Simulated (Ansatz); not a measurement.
B₂ClFH₃P

Input

```
crystal:
  periodic: [false, false, false]
  atoms:
    - {symbol: B, position_ang: [-0.167005, 0.427517, 1.498250]}
    - {symbol: P, position_ang: [0.147156, -0.863836, 0.226399]}
    - {symbol: B, position_ang: [0.347177, -0.109475, -1.490935]}
    - {symbol: F, position_ang: [-0.202150, -0.684807, -2.541044]}
    - {symbol: Cl, position_ang: [1.338355, 1.308846, -1.735222]}
    - {symbol: H, position_ang: [-0.876451, 0.176895, 2.422080]}
    - {symbol: H, position_ang: [0.437695, 1.450276, 1.421949]}
    - {symbol: H, position_ang: [-0.932679, -1.762615, 0.142724]}
basis:
  gaussian: {orbitals: def2-TZVPP}
hamiltonian: {xc: pbe0, dispersion: d4}
output: {orbitals: {seedname: orbitals}}
```

Command:

```sh
ansatz run in.yaml --threads 2 --pin off --events-out ev --progress --plain --max-ram 4352MiB
```

Geometry: PBE0-D4/def2-TZVP.

Method: RKS PBE0-D4/def2-TZVPP (Ansatz).

Question: What can the converged electron density and electron localisation function tell about the bonding?

Answer: B–F (1.32 Å): ρ is about 2.3 e/Å³ halfway; the ELF peaks at about 0.85 between the atoms, as expected for a polar covalent bond.
B–Cl (1.75 Å): the density is about 1.4 e/Å³ at the midpoint; the ELF peaks at about 0.90 between the atoms, as expected for a polar covalent bond.
B–P (1.89 Å): ρ at the midpoint is about 1 e/Å³; the ELF peaks at about 1 between the atoms: a covalent bond.

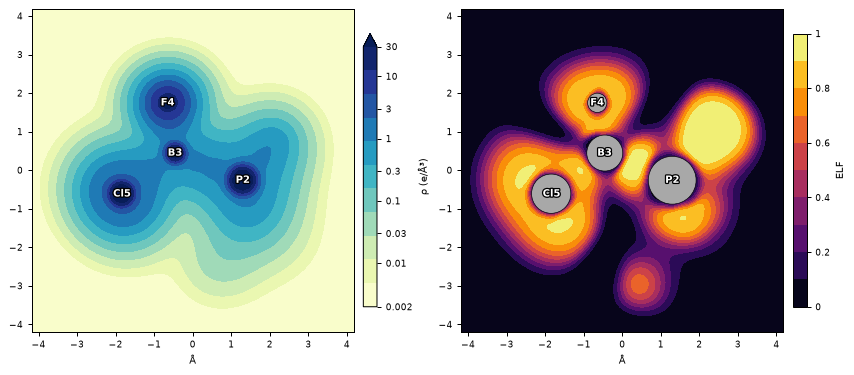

Computed electron density and electron localisation function on the plane of atoms P2, B3 and F4, in this order. Grey discs cover the atomic cores in the ELF map. 
